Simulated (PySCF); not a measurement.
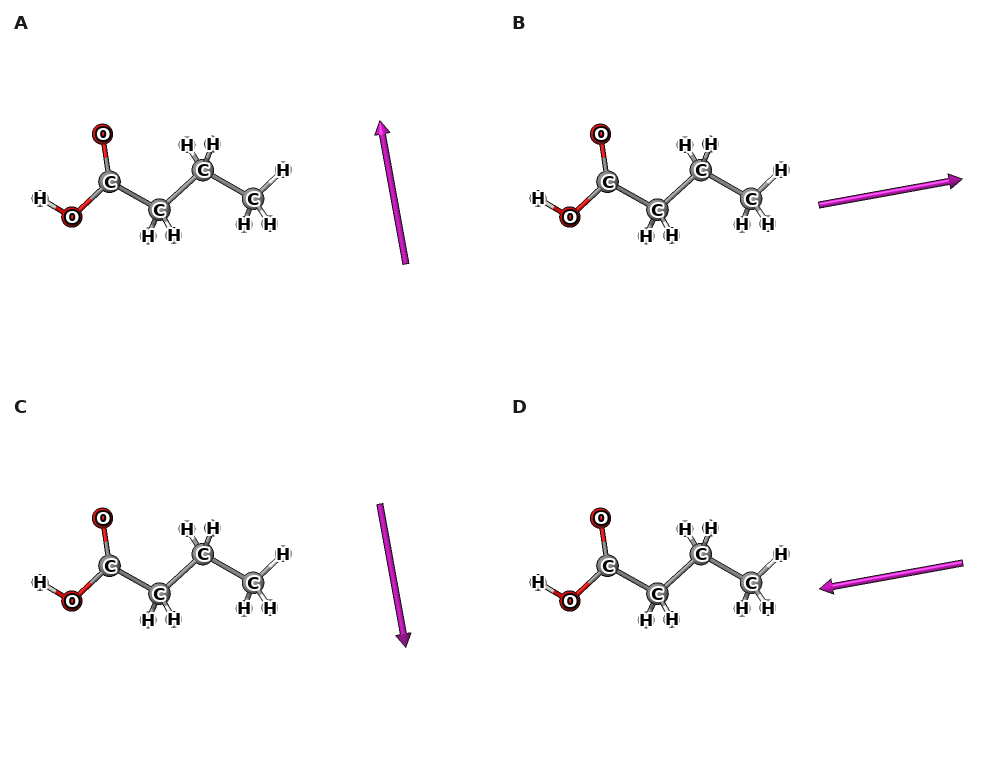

The same molecule four times, each with an arrow. The computed structure is the end point of a GFN2-xTB optimisation. No frequency run is at hand to confirm it as a minimum. Method: CAM-B3LYP/def2-SVPD, gas phase (PySCF 2.14.0).

Which arrow points along the dipole moment, from the negative to the positive end?

C. The dipole moment is 1.65 D.
